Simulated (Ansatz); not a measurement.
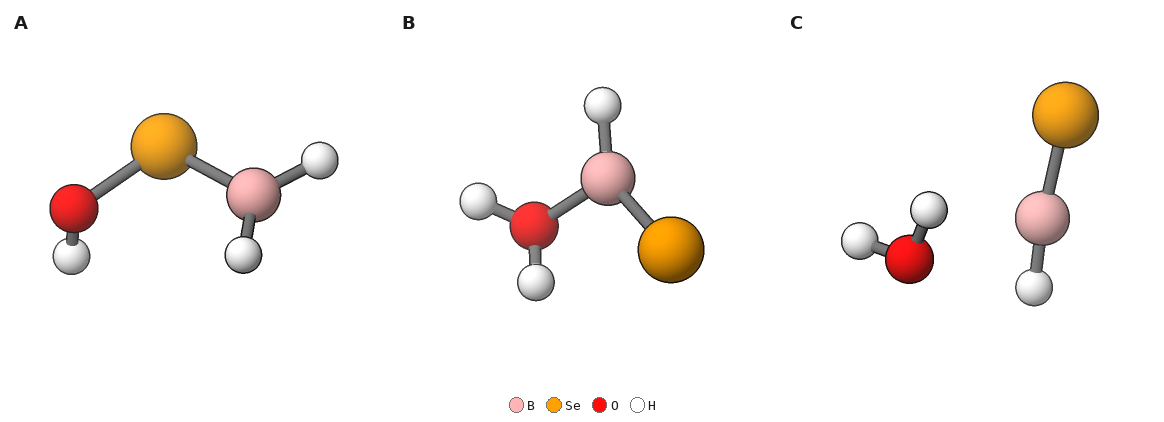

3 stationary structures of one formula. Geometries: PBE0-D4/def2-TZVP. Electronic energies: RHF-CCSD(T) (frozen core)/def2-TZVPP (Ansatz 0.2.0), without zero-point energy. No frequency run is at hand to confirm each as a minimum.

### Which is lowest in energy, and by how much?

B is lowest (C1); C lies 4.2 kJ/mol above it (C1), A lies 68.6 kJ/mol above it (C1).
